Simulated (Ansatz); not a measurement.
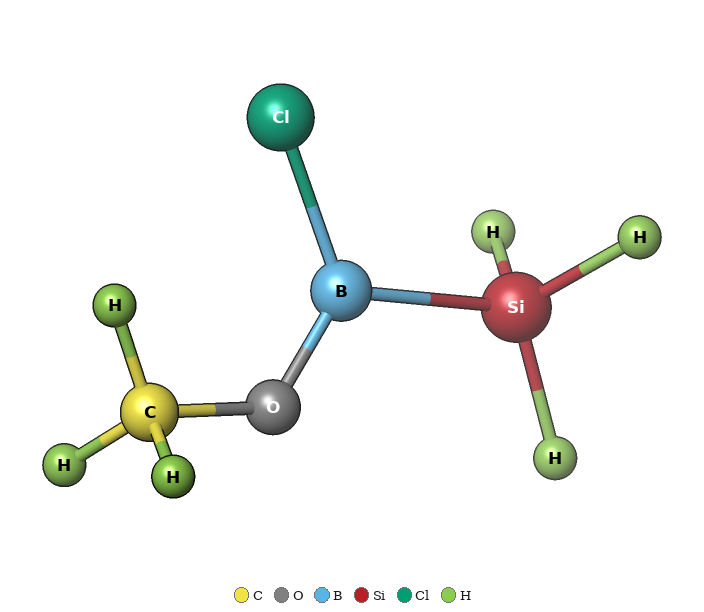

Orthographic view. Depth is shown by fading: the farther an atom, the more it takes the colour of the background. The geometry was computed by an optimisation with PBE-D4/def2-SVP. No frequency run is at hand to confirm it as a minimum.

Give the standard InChI.

Answer. InChI=1S/CH6BClOSi/c1-4-2(3)5/h1,5H3
